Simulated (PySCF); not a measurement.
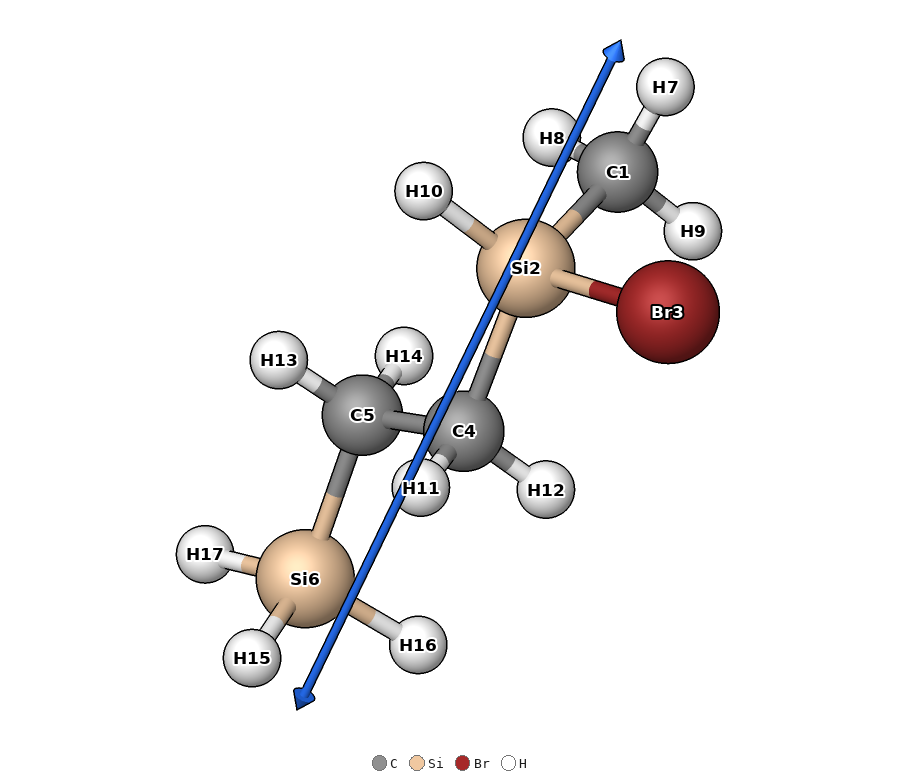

The double arrow shows the direction of the transition dipole to excited singlet state 1 (its length means nothing). The computed structure is the end point of a GFN2-xTB optimisation. No frequency run is at hand to confirm it as a minimum. Method: TDDFT PBE0/def2-SVPD, vertical, gas phase, core orbitals frozen in the response (PySCF 2.14.0).

Give its energy, strength and character.

6.58 eV (188 nm), oscillator strength 0.055, mainly HOMO → LUMO (weight 0.89); transition dipole 1.49 D.

The geometry is semi-empirical. Around Br, Si such bond lengths and angles can be off by a tenth of an ångström or more and by several degrees, and values that hang on the shape move with them.
